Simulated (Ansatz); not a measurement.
Consider CH8AlBSi.

Input

```
crystal:
  periodic: [false, false, false]
  atoms:
    - { symbol: C, position_ang: [-0.3533, 1.5863, -0.1081] }
    - { symbol: B, position_ang: [-0.0479, 0.0935, 0.0792] }
    - { symbol: Al, position_ang: [-0.1164, -0.7334, 1.9564] }
    - { symbol: Si, position_ang: [0.5074, -1.0109, -1.438] }
    - { symbol: H, position_ang: [-1.08173, 0.56291, -0.20319] }
    - { symbol: H, position_ang: [-1.4358, 1.8346, 0.235] }
    - { symbol: H, position_ang: [-0.304, 1.9107, -1.188] }
    - { symbol: H, position_ang: [0.3149, -2.261, 2.1606] }
    - { symbol: H, position_ang: [-0.4698, 0.1845, 3.2706] }
    - { symbol: H, position_ang: [0.3983, -0.2246, -2.6469] }
    - { symbol: H, position_ang: [-0.5326, -2.1337, -1.5156] }
    - { symbol: H, position_ang: [1.8074, -1.5484, -1.2177] }
basis:
  gaussian: { orbitals: "6-31G*" }
hamiltonian:
  xc: r2scanh
  dispersion: d4
relax:
  f_tol: 0.02
  max_steps: 50
output:
  orbitals: {}
```

Launched as:

```sh
ansatz run input.yaml --threads 2 --pin off --max-ram 3072MiB --backend cpu --events-out ev --progress --plain --runs-dir out
```

The fields are those of the relaxed geometry.

Computed with RKS r2SCANh-D4/6-31G* (Ansatz 0.2.0).

Question: Predict the electron density and electron localisation function between the atoms.

Answer: C–B (1.57 Å): ρ is about 1.4 e/Å³ halfway; the ELF peaks at about 0.95 between the atoms (localised, covalent bonding).
Si–B (2.03 Å): ρ at the midpoint is about 0.77 e/Å³; the ELF peaks at about 1 between the atoms; localised, covalent bonding.
Al–B (2.13 Å): ρ at the midpoint is about 0.59 e/Å³; the ELF peaks at about 1 between the atoms, as expected for localised, covalent bonding.
C–H (1.09 Å): ρ is about 1.9 e/Å³ halfway; the ELF climbs to about 1 towards the hydrogen, as it does in any bond to H: an ordinary covalent bond to hydrogen.

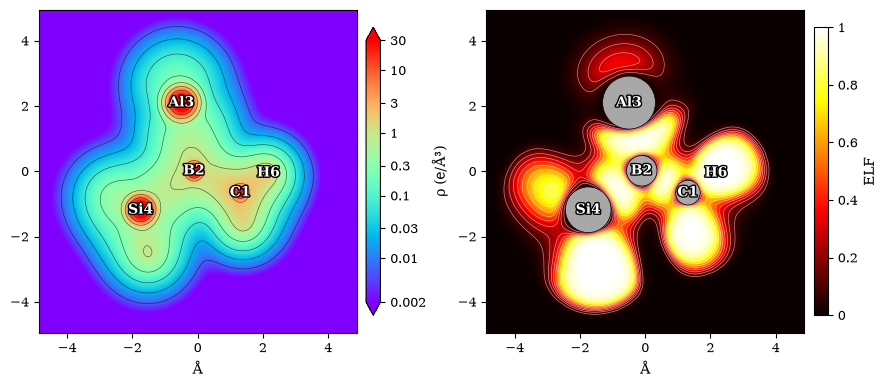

Computed electron density and electron localisation function on the plane of atoms Al3, B2 and Si4, in this order. Grey discs cover the atomic cores in the ELF map. 
